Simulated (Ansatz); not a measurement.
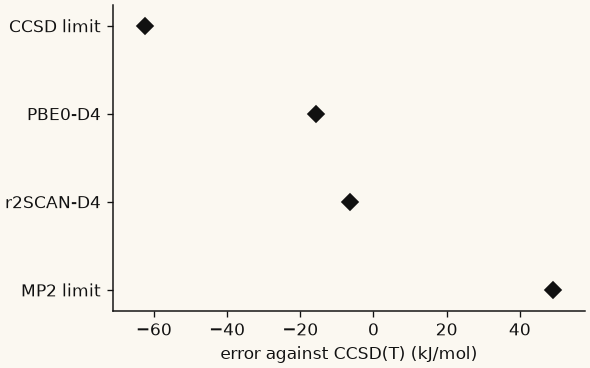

Error in the electronic atomisation energy (method less reference, so positive means overbinding) of C₃H₁₀OSi, SMILES CC(C)[SiH2]O: functionals in def2-TZVPP against frozen-core CCSD(T) at the limit (MP2 extrapolated from triple and quadruple zeta, plus CCSD(T) less MP2 in a smaller set), which gives 5670.0 kJ/mol, at a PBE0-D4/def2-TZVP geometry (a minimum by its frequencies), no zero-point or spin-orbit term, the Ansatz code 0.2.0. The reference leaves out core correlation, a term that grows with the number of heavy atoms. Limit means the basis limit.

### What range do the values span?

From −62.4 kJ/mol (CCSD limit) to 49.0 kJ/mol (MP2 limit).

### Give the values.

| level | kJ/mol |
| --- | --- |
| CCSD limit | −62.4 |
| PBE0-D4 | −15.7 |
| r2SCAN-D4 | −6.4 |
| MP2 limit | 49.0 |

Caveats, for all or some of the runs: one conformer of a flexible molecule.
